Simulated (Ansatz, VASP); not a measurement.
# CsSnBr3 in two plane-wave programs

One calculation is typed for both programs; each brings its own data sets and cutoff. How far apart do they land?

Program: Ansatz 0.2.0. Level of theory: plane waves, with VASP 6.6.1 beside it; single point at PBE. Results are calculated unless marked as measured.

## 1. Starting point

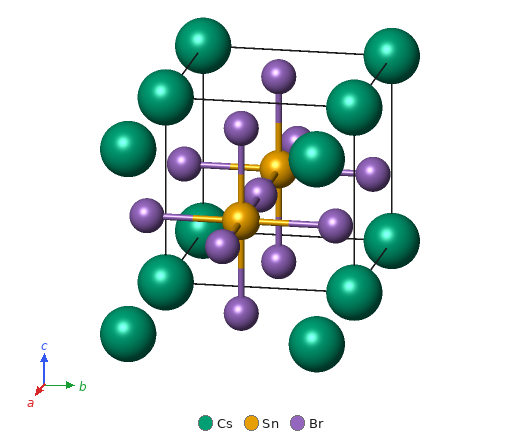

Start, viewed slightly off an axis; caesium teal, tin orange, bromine purple. 2×1×1 cells are drawn. Some periodic images of atoms are drawn too.

Structure file:

```
Cs Sn Br
1.0
     5.83901    0.00000    0.00000
     0.00000    5.83901    0.00000
     0.00000    0.00000    5.83901
Cs Sn Br
1 1 3
Direct
  0.00000 0.00000 0.00000
  0.50000 0.50000 0.50000
  0.50000 0.00000 0.50000
  0.50000 0.50000 0.00000
  0.00000 0.50000 0.50000
```

## 2. VASP: single point, PBE

With cell and atoms fixed, the geometry can't cause a difference; cores, projectors, grids and the points listed under the comparison can.

Lines of VASP's logs that name or quote its potential files are left out, and so is its time.

Input file INCAR:

```
SYSTEM = CsSnBr3
PREC = Accurate
ENCUT = 400
EDIFF = 1E-07
NELM = 100
ISMEAR = 0
SIGMA = 0.01
LREAL = .FALSE.
ALGO = Normal
GGA = PE
NBANDS = 28
LORBIT = 11
LWAVE = .FALSE.
LCHARG = .FALSE.
KPAR = 2
```

Input file POSCAR:

```
CsSnBr3
1.0
    5.8390056100      0.0000000000      0.0000000000
    0.0000000000      5.8390056100      0.0000000000
    0.0000000000      0.0000000000      5.8390056100
Cs Sn Br
1 1 3
Direct
    0.0000000000      0.0000000000      0.0000000000
    0.5000000000      0.5000000000      0.5000000000
    0.5000000000      0.0000000000      0.5000000000
    0.5000000000      0.5000000000      0.0000000000
    0.0000000000      0.5000000000      0.5000000000
```

Input file KPOINTS:

```
Automatic mesh
0
Gamma
4 4 4
0 0 0
```

PAW data sets: Cs_sv, Sn_d and Br (PBE family, release 64).

Run with:

```console
$ mpirun -np 2 vasp_std
```

Numbers of over 12 decimals in the logs are rounded to 6 here.

What it wrote:

```text
[banner, memory and clock lines left out]
running    2 mpi-ranks, on    1 nodes
 distrk:  each k-point on    1 cores,    2 groups
 distr:  one band on    1 cores,    1 groups

 POSCAR found type information on POSCAR CsSnBr
 POSCAR found :  3 types and       5 ions
 LDA part: xc-table for (Slater+PW92), standard interpolation
 POSCAR, INCAR and KPOINTS ok, starting setup
 FFT: planning ... GRIDC
 FFT: planning ... GRID_SOFT
 FFT: planning ... GRID
 WAVECAR not read
 entering main loop
       N       E                     dE             d eps       ncg     rms          rms(c)
DAV:   1     0.351835446454E+03    0.35184E+03   -0.16796E+04   560   0.126E+03
DAV:   2     0.286893186301E+02   -0.32315E+03   -0.31260E+03   672   0.285E+02
DAV:   3    -0.147032824674E+02   -0.43393E+02   -0.42487E+02   644   0.120E+02
DAV:   4    -0.162453860336E+02   -0.15421E+01   -0.15350E+01   712   0.273E+01
DAV:   5    -0.162773443553E+02   -0.31958E-01   -0.31935E-01   712   0.370E+00    0.495E+00
DAV:   6    -0.158028604963E+02    0.47448E+00   -0.83360E-01   772   0.485E+00    0.279E+00
DAV:   7    -0.157645644112E+02    0.38296E-01   -0.37423E-01   732   0.267E+00    0.103E+00
DAV:   8    -0.157727416312E+02   -0.81772E-02   -0.41212E-02   636   0.143E+00    0.170E-01
DAV:   9    -0.157730183790E+02   -0.27675E-03   -0.34020E-03   772   0.410E-01    0.898E-02
DAV:  10    -0.157734321056E+02   -0.41373E-03   -0.81363E-04   644   0.145E-01    0.437E-02
DAV:  11    -0.157734750825E+02   -0.42977E-04   -0.15704E-04   704   0.916E-02    0.918E-03
DAV:  12    -0.157734783819E+02   -0.32994E-05   -0.23167E-05   724   0.340E-02    0.998E-03
DAV:  13    -0.157734780727E+02    0.30923E-06   -0.10735E-06   672   0.602E-03    0.476E-03
DAV:  14    -0.157734777927E+02    0.27997E-06   -0.11740E-06   740   0.877E-03    0.910E-04
DAV:  15    -0.157734778258E+02   -0.33074E-07   -0.63790E-08   488   0.132E-03
   1 F= -.15773478E+02 E0= -.15773478E+02  d E =-.122750E-72
```

Parts of OUTCAR (step 2):

```text
ion  position               nearest neighbor table
   1  0.000  0.000  0.000-
   2  0.500  0.500  0.500-   3 2.92   4 2.92   5 2.92   4 2.92   3 2.92   5 2.92
   3  0.500  0.000  0.500-   2 2.92   2 2.92
   4  0.500  0.500  0.000-   2 2.92   2 2.92
   5  0.000  0.500  0.500-   2 2.92   2 2.92

  LATTYP: Found a simple cubic cell.
 ALAT       =     5.8390056100

 Subroutine GETGRP returns: Found 48 space group operations
 (whereof 48 operations were pure point group operations)

The static configuration has the point symmetry O_h .

 Found     10 irreducible k-points:

   k-points           NKPTS =     10   k-points in BZ     NKDIM =     10   number of bands    NBANDS=     28

   dimension x,y,z NGX =    40 NGY =   40 NGZ =   40
   dimension x,y,z NGXF=    80 NGYF=   80 NGZF=   80

   ENCUT  =  400.0 eV  29.40 Ry    5.42 a.u.   9.52  9.52  9.52*2*pi/ulx,y,z

   NELECT =      44.0000    total number of electrons

 k-points in reciprocal lattice and weights: Automatic mesh
   0.00000000  0.00000000  0.00000000       0.016
   0.25000000  0.00000000  0.00000000       0.094
   0.50000000  0.00000000  0.00000000       0.047
   0.25000000  0.25000000  0.00000000       0.188
   0.50000000  0.25000000  0.00000000       0.188
   0.50000000  0.50000000  0.00000000       0.047
   0.25000000  0.25000000  0.25000000       0.125
   0.50000000  0.25000000  0.25000000       0.188
   0.50000000  0.50000000  0.25000000       0.094
   0.50000000  0.50000000  0.50000000       0.016

 average (electrostatic) potential at core
       1 -49.8644       2-105.6760       3 -63.9287       4 -63.9287       5 -63.9287

 E-fermi :   2.2940

 k-point     1 :       0.0000    0.0000    0.0000
  band No.  band energies     occupation
    ...
     18      -0.8265      2.00000
     19      -0.8265      2.00000
     20      -0.6974      2.00000
     21      -0.6974      2.00000
     22      -0.6974      2.00000
     23       4.4142      0.00000
     24       5.4553      0.00000
     25       5.4553      0.00000
     26       6.1043      0.00000
     27       6.1043      0.00000
    ...

 k-point     2 :       0.2500    0.0000    0.0000
  band No.  band energies     occupation
    ...
     18      -0.9066      2.00000
     19      -0.8960      2.00000
     20      -0.7635      2.00000
     21      -0.7635      2.00000
     22      -0.5930      2.00000
     23       4.9855      0.00000
     24       5.3878      0.00000
     25       5.8451      0.00000
     26       5.9098      0.00000
     27       6.3278      0.00000
    ...

 k-point     3 :       0.5000    0.0000    0.0000
  band No.  band energies     occupation
    ...
     18      -1.0020      2.00000
     19      -0.9621      2.00000
     20      -0.8143      2.00000
     21      -0.8143      2.00000
     22       0.1792      2.00000
     23       3.6506      0.00000
     24       5.8490      0.00000
     25       6.4865      0.00000
     26       6.4977      0.00000
     27       6.5127      0.00000
    ...

  Total        0.9144397      0.9144397      0.9144397      0.0000000      0.0000000     -0.0000000
  in kB        7.3595113      7.3595113      7.3595113      0.0000000      0.0000000     -0.0000000
  external PRESSURE =       7.3595113 kB  Pullay stress =       0.0000000 kB

  energy-cutoff  :      400.00
  volume of cell :      199.07
      direct lattice vectors                 reciprocal lattice vectors
     5.839005610  0.000000000  0.000000000     0.171262038  0.000000000  0.000000000
     0.000000000  5.839005610  0.000000000     0.000000000  0.171262038  0.000000000
     0.000000000  0.000000000  5.839005610     0.000000000  0.000000000  0.171262038

 POSITION                                       TOTAL-FORCE (eV/Angst)
 -----------------------------------------------------------------------------------
      0.00000      0.00000      0.00000         0.000000      0.000000      0.000000
      2.91950      2.91950      2.91950         0.000000      0.000000      0.000000
      2.91950      0.00000      2.91950         0.000000      0.000000      0.000000
      2.91950      2.91950      0.00000         0.000000      0.000000      0.000000
      0.00000      2.91950      2.91950         0.000000      0.000000      0.000000
 -----------------------------------------------------------------------------------
    total drift:                                0.000000      0.000000     -0.000000

  FREE ENERGIE OF THE ION-ELECTRON SYSTEM (eV)
  ---------------------------------------------------
  free  energy   TOTEN  =       -15.7734778258 eV

  energy  without entropy=      -15.7734778258  energy(sigma->0) =      -15.77347783

 total charge
# of ion       s       p       d       tot
------------------------------------------
    1        1.838   4.712   0.012   6.562
    2        1.443   0.561  10.000  12.003
    3        1.613   3.246   0.010   4.868
    4        1.613   3.246   0.010   4.868
    5        1.613   3.246   0.010   4.868
--------------------------------------------------
tot          8.119  15.010  10.040  33.169

[... 3 further parts left out ...]
```

The run ends at a pressure of 0.74 GPa.

## 3. Ansatz: single point, PBE

Ansatz runs on its default PAW (the set named soft_2) files.

The same cell, functional, mesh and smearing now go to Ansatz, which takes its cutoff from its data sets.

Input file input.yaml:

```yaml
crystal:
  lattice:
    - [5.83900561, 0.0, 0.0]
    - [0.0, 5.83900561, 0.0]
    - [0.0, 0.0, 5.83900561]
  atoms:
    - { symbol: Cs, position: [0.0, 0.0, 0.0] }
    - { symbol: Sn, position: [0.5, 0.5, 0.5] }
    - { symbol: Br, position: [0.5, 0.0, 0.5] }
    - { symbol: Br, position: [0.5, 0.5, 0.0] }
    - { symbol: Br, position: [0.0, 0.5, 0.5] }
hamiltonian:
  xc: pbe
  pseudopotentials: { kind: paw }
kpoints:
  mp_grid: { grid: [4, 4, 4] }
scf:
  occupations: { method: gaussian, width: 0.01 }
  n_extra_bands: 5
output:
  forces: true
  stress: true
  eigenvalues: true
  write_density: true
  write_potential: true
  elf: true
  volumetric_format: npy
```

Run with:

```console
$ ansatz run input.yaml --threads 2 --pin off --max-ram 4608MiB --backend cpu --events-out ev --progress --plain --runs-dir out
```

What it wrote:

```text
scf.n_extra_bands = 5 over 22 filled bands (N_el = 44.0): the run solves 27 bands
Engine: ansatz 0.2.0, aarch64-unknown-linux-gnu
Pseudopotentials: kind: paw
Pseudopotential: Cs, paw, valence charge 9, recommended cutoff 420 eV (normal), Cs.paw.azcp
Pseudopotential: Sn, paw, valence charge 14, recommended cutoff 420 eV (normal), Sn.paw.azcp
Pseudopotential: Br, paw, valence charge 7, recommended cutoff 420 eV (normal), Br.paw.azcp
Functional definition: PBE
  parameter kappa = 0.804
  parameter beta = 0.066725
  exchange = pbe_x(kappa = kappa, mu = beta*pi^2/3)
  correlation = pbe_c(beta = beta)
Crystal: 5 atoms, lattice volume = 199.075 Å³
Basis set: ecut = 420 eV, 3887 PW (Γ), exchange–correlation on 80×80×80 points (8 copies of the dense FFT grid, shifted against one another)
Bands: 27, of which v1, the nominal top of the filled ones, is band 22 counted from 1 (21 counted from 0)
Symmetry: 48 space group operations
Space group: Pm-3m (ITA 221), of the structure as read, at distance tolerance 5.8e-5 Å
k-points: 10 of 64
Non-local potential: Cs, projectors of the file, l = 0: 3, l = 1: 2, l = 2: 2, l = 3: 2
Non-local potential: Sn, projectors of the file, l = 0: 2, l = 1: 2, l = 2: 2, l = 3: 2
Non-local potential: Br, projectors of the file, l = 0: 2, l = 1: 2, l = 2: 2
PAW form: soft (Blöchl's): semilocal exchange-correlation on the pseudo side does not see the compensation charge
PAW one-centre angular grid: Cs, 194 points (default); XC on 64 Gauss nodes
PAW one-centre angular grid: Sn, 590 points (default); XC on 64 Gauss nodes
PAW one-centre angular grid: Br, 110 points (default); XC on 64 Gauss nodes
Initial density: superposition of atomic densities (neutral atoms: chi_scale 0, normalization atom), corrected by the library's trained network
Initial wavefunctions: pseudopotential atomic-orbital guess
Functional: x = pbe(κ = 0.804, μ = 0.219515), c = pbe(β = 0.066725)
SCF iter   1: F=—  HF=-20050.677287 eV  |F-HF|=—  |Δ(HF+E_count)|=         —  Δρ=1.30e-3  dr2=8.12e-3  ethr=1.77e-3  ⟨swp⟩=8.0  Hψ=1432  notcnv=0
preconditioner: auto → Resta (q_TF=auto, 2.121 Å⁻¹)  ε∞=3.7  [insulator: Δε(μ)=0.518 eV  Ē_g=8.230 eV  σ=0.010 eV  W_gap=1.00  n_scr=26 (ndim 8)  ℏωp=13.4 eV  f_vac=0.047  D(μ)=0.00/eV (n_scr^D=0)  ε∞_Penn≈3.7]
SCF iter   2: F=—  HF=-20050.676304 eV  |F-HF|=—  |Δ(HF+E_count)|=   9.83e-4  Δρ=6.99e-4  dr2=2.47e-3  ethr=1.85e-5  ⟨swp⟩=2.9  Hψ=513  notcnv=0  defer=10
SCF iter   3: F=—  HF=-20050.675677 eV  |F-HF|=—  |Δ(HF+E_count)|=   6.27e-4  Δρ=2.01e-4  dr2=1.63e-4  ethr=5.62e-6  ⟨swp⟩=3.3  Hψ=624  notcnv=0  defer=10
SCF iter   4: F=—  HF=-20050.675623 eV  |F-HF|=—  |Δ(HF+E_count)|=   5.40e-5  Δρ=7.33e-5  dr2=3.32e-5  ethr=3.70e-7  ⟨swp⟩=2.8  Hψ=461  notcnv=0  defer=10
SCF iter   5: F=—  HF=-20050.675596 eV  |F-HF|=—  |Δ(HF+E_count)|=   2.72e-5  Δρ=2.43e-5  dr2=2.86e-6  ethr=7.55e-8  ⟨swp⟩=2.1  Hψ=404  notcnv=0  defer=10
SCF iter   6: F=-20050.675596 eV  HF=-20050.675596 eV  |F-HF|=7.92e-8  |Δ(HF+E_count)|=   5.08e-7  Δρ=5.19e-6  dr2=6.98e-8  ethr=2.27e-10  ⟨swp⟩=14.1  Hψ=2414  notcnv=0
SCF 1 converged in 6 iterations: F = -20050.675596 eV  dr2 = 6.98e-8
  greatest PAW one-centre occupation: 0.993 electrons in one spin orbital (limit 2), on the Sn atom at site 1 (counted from 0), in its partial waves of l = 2
SCF converged after 6 iterations
Free energy (F): -20050.675596 eV
Harris-Foulkes:  -20050.675596 eV  (|F-HF|=7.92e-8)
Internal energy: -20050.675596 eV  (E = F + TS)
E sigma→0 (E₀):  -20050.675596 eV
Fermi energy:    4.790568 eV
--- Per-component energies (eV) ---
  E_band       = -288.743824
  E_kinetic    = 726.630188
  E_local      = -2535.018135  (includes V_loc(G=0)·N_el)
  E_nonlocal   = 207.864232
  E_hartree    = 1124.243434
  E_xc         = -1351.479245
  E_vxc        = -533.913635  (∫ρ·V_xc dr)
  E_paw        = -15938.106293  (= ΣΔE_a)
  E_vpaw       = -402.792772  (= ΣTr[D̂ρ^β])
  E_aug_tail   = -0.000002  (compensation charges beyond the density's cutoff)
  E_ewald      = -2284.809775
  E_smearing   = -0.000000  (= −TS)
  E_closure    = -0.000000  (closes the sum)
  Σ components = -20050.675596   (vs F -20050.675596, Δ=0.00e0)
--- Forces (eV/Å), atoms counted from 1 ---
  atom   1  Cs    -0.00000000     0.00000000     0.00000000
  atom   2  Sn     0.00000000    -0.00000000    -0.00000000
  atom   3  Br    -0.00000000    -0.00000000     0.00000000
  atom   4  Br    -0.00000000    -0.00000000    -0.00000000
  atom   5  Br     0.00000000    -0.00000000     0.00000000
  max |Σ_I F_I| component: 9.98e-29 eV/Å
--- Stress (GPa, compression-positive) ---
        0.767593       0.000000       0.000000
       -0.000000       0.767593       0.000000
        0.000000       0.000000       0.767593
  P = ⅓ Tr σ = 0.7676 GPa (7.676 kbar)
--- Band table (eV; the first three rows and the last of 10) ---
  k-point 0: bands = [... 18 lower, 1.5416, 1.6728, 1.6728, 1.6728, 6.7871, 7.8276, 7.8276, 8.4760, ... 1 higher]
  k-point 1: bands = [... 18 lower, 1.4730, 1.6066, 1.6066, 1.7785, 7.3582, 7.7611, 8.2153, 8.2806, ... 1 higher]
  k-point 2: bands = [... 18 lower, 1.4077, 1.5559, 1.5559, 2.5529, 6.0224, 8.2215, 8.8557, 8.8695, ... 1 higher]
  k-point 9: bands = [... 18 lower, 2.0391, 2.0391, 2.0391, 4.5423, 5.0390, 5.0390, 5.0390, 8.2729, ... 1 higher]
```

Run time: 4.9 s. Hardware: 2 threads of Arm Neoverse N1, shared host; peak memory 0.44 GiB.

Reading the cycles: dr2 is the Hartree energy of the density residual (eV), the measure of convergence; HF is the Harris–Foulkes estimate of the energy, which meets the free energy F at convergence.

The run ends at a pressure of 0.77 GPa.

## 4. Comparison

Known differences besides the PAW data sets themselves: the cutoff is 420 eV in Ansatz and 400 eV in VASP; VASP leaves aspherical gradient terms in its spheres out (LASPH is not set), Ansatz keeps them. Total energies have different zeros and are not compared.

The two programs side by side:

```tsv
quantity	Ansatz	VASP	difference
pressure (GPa)	0.77	0.74	+0.03
gap on the k mesh (eV)	0.497	0.499	-0.002
```

Ansatz's pressure holds a Pulay correction of 0.01 GPa; VASP's holds none.

## 5. Outcome

* difference in gap on the k mesh (single point, PBE): -0.0024 eV

In words: The difference in gap on the k mesh is -0.0024 eV (single point, PBE), within the 0.08 eV picked in this series as the mark of a large difference. How closely two codes agree says nothing of how well the functional describes the real material.

[Lines on the potential files, build, host, timing and source positions are cut from VASP's logs without a mark.]

[Logs are printed without paths, hosts, clocks, repeated set-up lines and the standing remarks that a program may print on its own settings, such as how far it seeks lower states.]

[Hosts, paths, dates, database ids (printed as entryN), source tags and the programs' standing remarks are cut or masked in the printed files.]
